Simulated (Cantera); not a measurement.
A closed system holds: 1 mol Si3N4, 1.3 mol H2, held at 1330 Pa.

Cantera equilibrium calculation (NASA polynomials, part measured and part estimated; ideal gas, pure solids and liquids). Candidate condensed phases: Si, Si3N4; 18 gas species. Mutual solubility and eutectic melting of coexisting phases are not modelled. The tables' values for SiN are old estimates; treat these amounts as uncertain. Gases not in the tables: Si2H6 and higher silanes. The numbers say what is thermodynamically allowed, not how fast it happens.

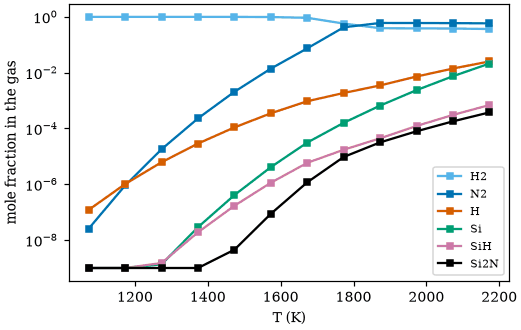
Fig. 1. Equilibrium gas composition (values under 1e-9 drawn at 1e-9)

From 1073 K to 1273 K the condensed part is Si3N4(s). From 1373 K to 1673 K the condensed part is Si(s) + Si3N4(s). At 1773 K the condensed part is Si(l) + Si3N4(s). From 1873 K to 2173 K the condensed part is Si(l).
